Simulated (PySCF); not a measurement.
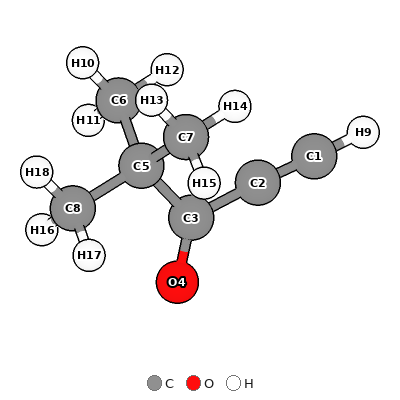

Geometry used (C₇H₁₀O (4,4-dimethyl-1-pentyne-3-one), SMILES C#CC(=O)C(C)(C)C).

Kohn-Sham orbital energies near the frontier, PBE0/def2-SVPD in PySCF, at a GFN2-xTB geometry (no frequency check), isolated molecule; empty levels in grey, levels within 0.03 eV side by side.

Question: Where do the frontier orbitals lie?

Answer: HOMO at −7.71 eV, LUMO at −1.78 eV, 5.93 eV apart.

Question: List the levels with the atoms that carry most of them (a dash for levels above zero or within 0.03 eV of another, where shares mean little).

Answer:
```csv
orbital,energy (eV),Löwdin shares
LUMO+1,0.46,–
LUMO,−1.78,"O4 27 %, C3 26 %, C1 20 %"
HOMO,−7.71,"O4 60 %, C3 12 %, C5 11 %"
HOMO−1,−8.68,"C1 41 %, C2 38 %, C3 4 %"
HOMO−2,−8.77,"C1 38 %, C2 38 %, O4 13 %"
```

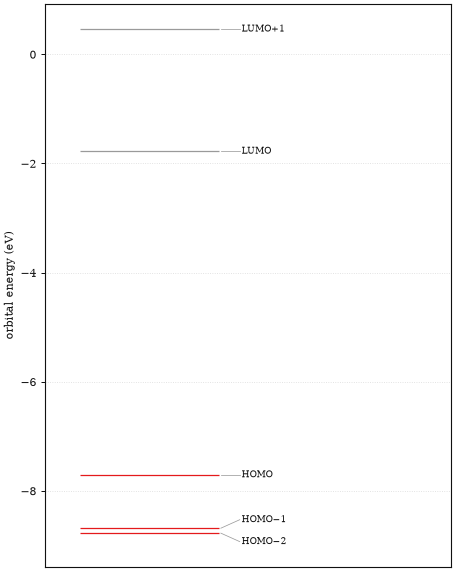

Known limits of this run: the tight-binding geometry is rougher than a DFT one and adds to the error; empty levels above zero depend strongly on the basis.
